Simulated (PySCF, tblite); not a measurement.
# C₃H₆N₂OSi: dynamics, then NMR shifts on frames, part 2 of 2

tblite 0.8.0 and PySCF 2.14.0. Atoms count from 0. The steps go on from the part before.

## 5. NMR shieldings: 625 fs, PBE0/pcSseg-1

The job: settings as JSON, then the geometry in Å.

```
{"job": {"kind": "nmr", "xc": "PBE0", "basis": "pcSseg-1", "pop": false}, "charge": 0, "multiplicity": 1}
Si     1.416000    -1.039700     1.502600
O      0.258400    -1.072400     0.293100
C     -0.932300    -0.494800     0.386700
C     -1.716900     0.163000     1.239400
N     -2.830800     0.630000     0.649000
C     -2.864600     0.158400    -0.535800
N     -1.705000    -0.568400    -0.744100
H      2.475600    -1.949500     0.845900
H      1.984500     0.310500     1.457200
H      0.880300    -1.547500     2.746100
H     -1.397700     0.665400     2.103800
H     -3.592500     0.246100    -1.362100
H     -1.403900    -1.111000    -1.550000
```

Level: GIAO PBE0/pcSseg-1 NMR shielding, non-relativistic, gas phase.

What it wrote:

```text
coarse grid: 11816 points
cycle   1  E = -591.4936935252  dE =  1.480e+00  |g| = 6.722e-01  |ddm| = 3.412e+00
cycle   2  E = -591.3788250974  dE =  1.149e-01  |g| = 1.022e+00  |ddm| = 1.397e+00
cycle   3  E = -591.5830829490  dE = -2.043e-01  |g| = 1.243e-01  |ddm| = 8.622e-01
cycle   4  E = -591.5856523614  dE = -2.569e-03  |g| = 5.376e-02  |ddm| = 1.068e-01
cycle   5  E = -591.5861919411  dE = -5.396e-04  |g| = 1.462e-02  |ddm| = 4.690e-02
cycle   6  E = -591.5862331330  dE = -4.119e-05  |g| = 5.686e-03  |ddm| = 1.665e-02
cycle   7  E = -591.5862398255  dE = -6.693e-06  |g| = 1.359e-03  |ddm| = 5.299e-03
final grid: 110976 points
cycle   8  E = -591.6331922161  dE = -1.785e-05  |g| = 1.028e-02  |ddm| = 2.414e-02
cycle   9  E = -591.6331597384  dE =  3.248e-05  |g| = 1.662e-02  |ddm| = 1.949e-02
cycle  10  E = -591.6332119157  dE = -5.218e-05  |g| = 1.231e-03  |ddm| = 1.281e-02
cycle  11  E = -591.6332122406  dE = -3.248e-07  |g| = 3.514e-04  |ddm| = 1.319e-03
cycle  12  E = -591.6332122626  dE = -2.206e-08  |g| = 1.447e-04  |ddm| = 3.402e-04
cycle  13  E = -591.6332122670  dE = -4.425e-09  |g| = 3.356e-05  |ddm| = 1.336e-04
cycle  14  E = -591.6332122672  dE = -1.894e-10  |g| = 1.450e-05  |ddm| = 3.055e-05
converged SCF energy = -591.6332122672

GIAO shielding tensors (ppm)
atom      isotropic    diamagn.    paramagn.     s11        s22        s33       span
  0 Si     377.687     880.015    -502.328    338.329    341.680    453.052    114.723
  1 O      270.412     400.589    -130.178    192.461    268.689    350.085    157.624
  2 C       36.735     248.238    -211.503    -29.440     42.274     97.370    126.811
  3 C       90.617     260.425    -169.808     47.805     78.737    145.309     97.504
  4 N      -24.146     332.314    -356.460   -246.418    -71.081    245.060    491.477
  5 C       58.795     254.450    -195.655    -16.380     74.282    118.482    134.862
  6 N       75.931     328.818    -252.887    -10.935    109.459    129.268    140.203
  7 H       25.674      28.338      -2.664     22.262     24.573     30.186      7.924
  8 H       26.335      30.389      -4.054     23.326     24.580     31.099      7.773
  9 H       26.471      28.963      -2.491     23.438     24.809     31.167      7.729
 10 H       26.471      33.696      -7.224     22.429     27.361     29.624      7.195
 11 H       24.147      27.563      -3.416     20.385     23.889     28.169      7.784
 12 H       23.846      33.922     -10.075     19.512     24.638     27.389      7.877
```

Wall time 12 s (1 thread of Arm Neoverse V2, shared host); peak memory 0.8 GiB.

Key values: δ C2 150.2, C5 128.1, C3 96.3, Si0 -28.5, H12 7.87, H11 7.57 ppm.

## 6. Shielding tensors: 800 fs, PBE0/pcSseg-1

The job: settings as JSON, then the geometry in Å.

```
{"job": {"kind": "nmr", "xc": "PBE0", "basis": "pcSseg-1", "pop": false}, "charge": 0, "multiplicity": 1}
Si     1.190700    -1.331500     1.458900
O      0.013100    -1.169600     0.354300
C     -1.023300    -0.368500     0.098800
C     -2.138300    -0.170300     0.874200
N     -3.001200     0.516800     0.207600
C     -2.521800     0.700800    -0.996300
N     -1.246200     0.184000    -1.164600
H      1.919500    -2.497900     0.904500
H      1.976600    -0.095300     1.444500
H      0.674800    -1.826000     2.830200
H     -2.169500    -0.218500     1.956400
H     -3.084500     1.154600    -1.725600
H     -0.584300     0.292000    -1.951600
```

Level: GIAO PBE0/pcSseg-1 NMR shielding, non-relativistic, gas phase.

What it wrote:

```text
coarse grid: 11816 points
cycle   1  E = -591.4714422107  dE =  1.458e+00  |g| = 7.170e-01  |ddm| = 3.396e+00
cycle   2  E = -591.3078542501  dE =  1.636e-01  |g| = 1.154e+00  |ddm| = 1.479e+00
cycle   3  E = -591.5726154305  dE = -2.648e-01  |g| = 1.377e-01  |ddm| = 9.584e-01
cycle   4  E = -591.5757310881  dE = -3.116e-03  |g| = 6.398e-02  |ddm| = 1.261e-01
cycle   5  E = -591.5765285880  dE = -7.975e-04  |g| = 1.609e-02  |ddm| = 5.563e-02
cycle   6  E = -591.5765819124  dE = -5.332e-05  |g| = 5.053e-03  |ddm| = 1.764e-02
cycle   7  E = -591.5765869214  dE = -5.009e-06  |g| = 1.709e-03  |ddm| = 5.124e-03
final grid: 110976 points
cycle   8  E = -591.6238904782  dE = -1.973e-05  |g| = 1.046e-02  |ddm| = 2.192e-02
cycle   9  E = -591.6238558304  dE =  3.465e-05  |g| = 1.694e-02  |ddm| = 1.997e-02
cycle  10  E = -591.6239108399  dE = -5.501e-05  |g| = 1.379e-03  |ddm| = 1.331e-02
cycle  11  E = -591.6239112749  dE = -4.350e-07  |g| = 3.576e-04  |ddm| = 1.473e-03
cycle  12  E = -591.6239112986  dE = -2.369e-08  |g| = 1.438e-04  |ddm| = 3.441e-04
cycle  13  E = -591.6239113029  dE = -4.307e-09  |g| = 3.993e-05  |ddm| = 1.385e-04
cycle  14  E = -591.6239113031  dE = -2.715e-10  |g| = 1.800e-05  |ddm| = 3.801e-05
converged SCF energy = -591.6239113031

GIAO shielding tensors (ppm)
atom      isotropic    diamagn.    paramagn.     s11        s22        s33       span
  0 Si     390.631     879.807    -489.176    347.196    360.899    463.798    116.602
  1 O      270.705     399.108    -128.403    206.374    259.532    346.209    139.835
  2 C       35.541     249.294    -213.753    -28.092     50.070     84.644    112.735
  3 C       76.573     258.395    -181.822     13.949     75.980    139.790    125.841
  4 N      -29.869     333.620    -363.489   -248.647   -110.366    269.406    518.053
  5 C       58.138     247.348    -189.210     -9.859     68.095    116.179    126.039
  6 N       85.327     324.962    -239.635    -14.665    102.690    167.957    182.623
  7 H       26.278      29.178      -2.901     22.873     25.013     30.946      8.073
  8 H       26.451      30.169      -3.718     23.137     24.858     31.358      8.221
  9 H       25.370      27.936      -2.565     22.080     24.308     29.723      7.643
 10 H       24.849      31.710      -6.861     21.327     25.339     27.880      6.553
 11 H       25.700      29.022      -3.322     21.600     26.403     29.098      7.498
 12 H       22.579      31.849      -9.271     19.019     22.353     26.363      7.344
```

Run time: 12 s. Hardware: 1 thread of Arm Neoverse V2, shared host; peak memory 0.8 GiB.

Key values: δ C2 151.4, C5 128.8, C3 110.4, Si0 -41.5, H12 9.14, H10 6.87 ppm.

## 7. Shielding tensors: 1000 fs, PBE0/pcSseg-1

The job: settings as JSON, then the geometry in Å.

```
{"job": {"kind": "nmr", "xc": "PBE0", "basis": "pcSseg-1", "pop": false}, "charge": 0, "multiplicity": 1}
Si     1.155800    -1.220000     1.332600
O     -0.056900    -1.510700     0.309800
C     -1.198100    -0.886000     0.122400
C     -2.521000    -1.196000     0.322900
N     -3.340100    -0.051200    -0.042900
C     -2.534700     0.865600    -0.381800
N     -1.203400     0.442600    -0.286100
H      1.930000    -2.356100     0.824300
H      1.789500    -0.037500     1.019100
H      0.668000    -1.207900     2.669200
H     -2.898200    -2.134900     0.734700
H     -2.871200     1.948000    -0.529400
H     -0.467400     0.951500    -0.728100
```

Method: GIAO PBE0/pcSseg-1 NMR shielding, non-relativistic, gas phase.

What it wrote:

```text
coarse grid: 11816 points
cycle   1  E = -591.4812785472  dE =  1.348e+00  |g| = 6.827e-01  |ddm| = 3.399e+00
cycle   2  E = -591.3556961254  dE =  1.256e-01  |g| = 1.053e+00  |ddm| = 1.361e+00
cycle   3  E = -591.5701977371  dE = -2.145e-01  |g| = 1.360e-01  |ddm| = 8.713e-01
cycle   4  E = -591.5732399460  dE = -3.042e-03  |g| = 6.166e-02  |ddm| = 1.177e-01
cycle   5  E = -591.5739673747  dE = -7.274e-04  |g| = 1.534e-02  |ddm| = 5.406e-02
cycle   6  E = -591.5740139080  dE = -4.653e-05  |g| = 5.951e-03  |ddm| = 1.793e-02
cycle   7  E = -591.5740216069  dE = -7.699e-06  |g| = 1.314e-03  |ddm| = 5.461e-03
final grid: 110976 points
cycle   8  E = -591.6212987728  dE = -1.666e-05  |g| = 9.523e-03  |ddm| = 2.250e-02
cycle   9  E = -591.6212725668  dE =  2.621e-05  |g| = 1.509e-02  |ddm| = 1.692e-02
cycle  10  E = -591.6213154082  dE = -4.284e-05  |g| = 1.116e-03  |ddm| = 1.119e-02
cycle  11  E = -591.6213156808  dE = -2.725e-07  |g| = 3.666e-04  |ddm| = 1.214e-03
cycle  12  E = -591.6213157069  dE = -2.607e-08  |g| = 1.273e-04  |ddm| = 3.585e-04
cycle  13  E = -591.6213157103  dE = -3.481e-09  |g| = 3.188e-05  |ddm| = 1.187e-04
cycle  14  E = -591.6213157105  dE = -1.759e-10  |g| = 1.391e-05  |ddm| = 3.071e-05
converged SCF energy = -591.6213157105

GIAO shielding tensors (ppm)
atom      isotropic    diamagn.    paramagn.     s11        s22        s33       span
  0 Si     377.171     881.555    -504.384    327.080    347.035    457.398    130.318
  1 O      281.816     396.696    -114.880    215.775    268.330    361.342    145.568
  2 C       35.371     248.362    -212.991    -40.558     50.990     95.680    136.238
  3 C       64.902     257.651    -192.749      9.600     61.486    123.619    114.019
  4 N      -56.232     333.253    -389.485   -278.319   -107.778    217.401    495.720
  5 C       51.261     250.640    -199.380    -35.081     78.057    110.806    145.887
  6 N       96.318     326.263    -229.945     16.879    121.881    150.194    133.316
  7 H       26.302      29.698      -3.396     22.592     24.785     31.530      8.938
  8 H       27.707      32.820      -5.113     23.719     26.900     32.502      8.783
  9 H       27.211      30.256      -3.045     23.795     25.557     32.281      8.485
 10 H       24.614      30.229      -5.615     22.142     24.290     27.410      5.268
 11 H       23.125      25.931      -2.807     19.253     23.033     27.088      7.835
 12 H       24.868      36.093     -11.225     19.950     25.542     29.114      9.164
```

Wall time 12 s (1 thread of Arm Neoverse V2, shared host); peak memory 0.8 GiB.

In short: δ C2 151.6, C5 135.7, C3 122.0, Si0 -28.0, H11 8.59, H10 7.10 ppm.

## 8. Run by run: NMR shifts

Shifts (ppm) of some atoms, chosen among heavy atoms and hydrogens apart, with basis size and wall time:

```
  frame     C3   H11   H12    Si0    O1     N4     N6  functions  time
 250 fs  106.2  8.09  8.08  -36.9  72.0  323.2  185.7        156  12 s
 425 fs  106.8  6.52  7.95  -40.7  53.2  286.8  184.3        156  12 s
 625 fs   96.3  7.57  7.87  -28.5  65.7  291.9  191.8        156  12 s
 800 fs  110.4  6.02  9.14  -41.5  65.4  297.6  182.4        156  12 s
1000 fs  122.0  8.59  6.85  -28.0  54.3  324.0  171.4        156  12 s
```

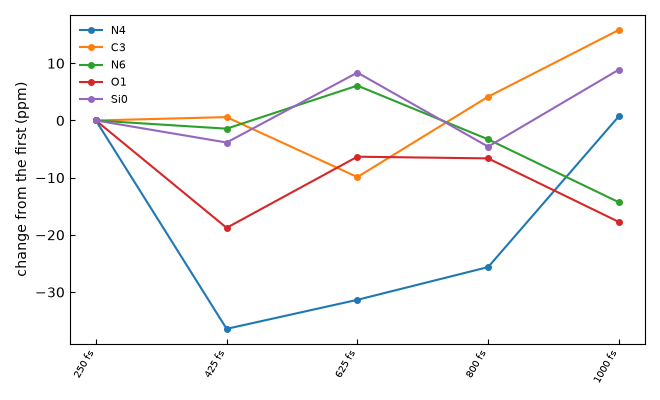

How five of the tabulated atoms move from run to run.

## 9. Summary of results

This closing draws on all 2 parts.

| quantity | value |
| --- | --- |
| thermostat | 400 K |
| mean temperature, second half | 399 K |
| mean potential energy above the minimum | 0.58 eV |
| 13C shifts against TMS (PBE0/pcSseg-1, 250 fs) | 154.3, 135.8, 106.2 ppm |
| 1H shifts against TMS (PBE0/pcSseg-1, 250 fs) | 8.09, 8.08, 7.32, 5.47, 4.84, 4.83 ppm |
| 29Si shifts against TMS (PBE0/pcSseg-1, 250 fs) | -36.9 ppm |
| 17O shifts against H2O (PBE0/pcSseg-1, 250 fs) | 72.0 ppm |
| 15N shifts against NH3 (PBE0/pcSseg-1, 250 fs) | 323.2, 185.7 ppm |
| range of the shift of N4 | 286.8 to 324.0 ppm |

In words: In the second half the potential energy averages 0.58 eV above the minimum; equipartition over 33 harmonic modes at 400 K would give 0.57 eV. With 13 atoms the temperature swings widely (204 to 515 K). Shifts at one fixed geometry are not the observed spectrum, which averages over the motion. In the first frame run (250 fs): Shielding is most anisotropic at N4 (span 554 ppm, paramagnetic term -384 ppm). NICS(1)zz of -25 ppm above the planar ring from C2 marks a diatropic (aromatic) ring current. In ppm, N4 moves most: its shift spreads over 37.2 ppm, from 286.8 (425 fs) to 324.0 (1000 fs).
